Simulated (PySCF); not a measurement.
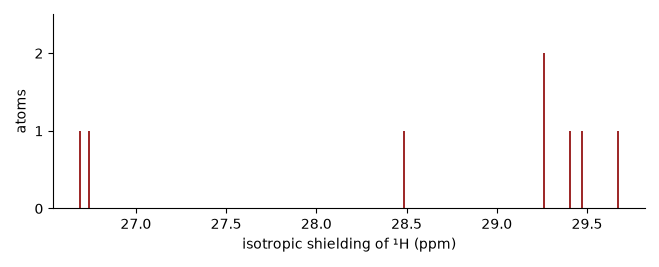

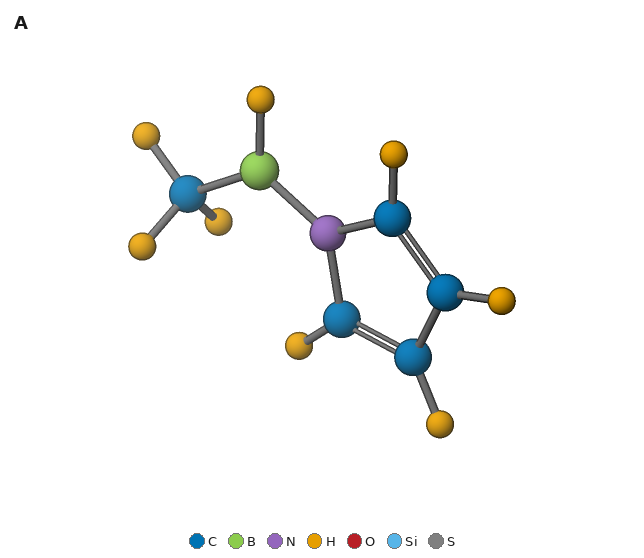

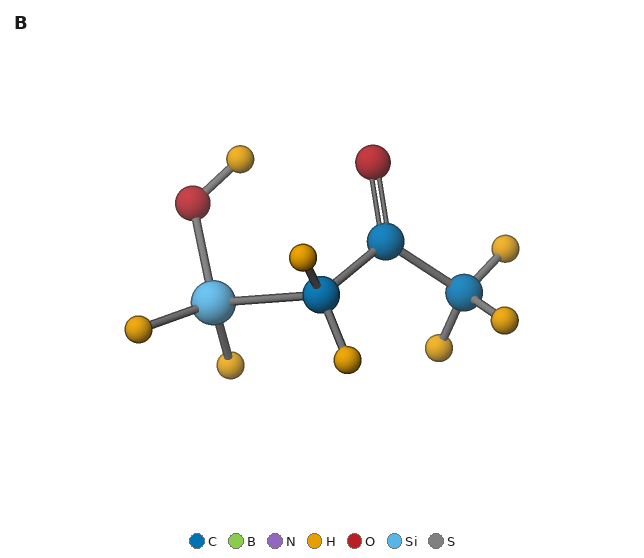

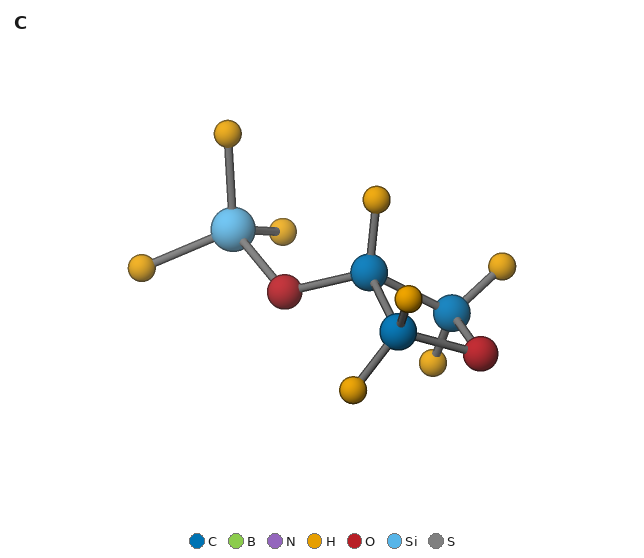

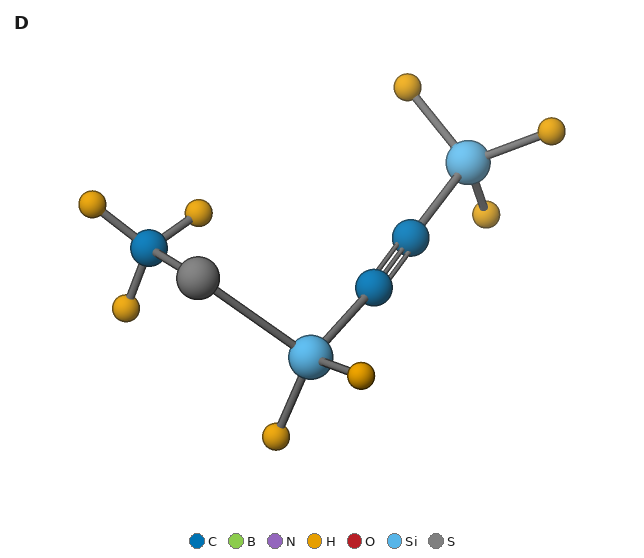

The sticks are computed shieldings of one of the molecules, for one fixed geometry (GFN2-xTB) without averaging over rotations. Low shielding means a high chemical shift. Method: GIAO PBE0/pcSseg-1 NMR shielding, non-relativistic, gas phase (PySCF 2.14.0).

### Match the spectrum to a structure.

B, `CC(=O)C[SiH2]O`. Its 8 H atoms give lines at 26.69, 26.74, 28.49, 29.26 (2 atoms), 29.41, 29.47, 29.67 ppm.

The geometry is semi-empirical. Around Si such bond lengths and angles can be off by a tenth of an ångström or more and by several degrees, and values that hang on the shape move with them.
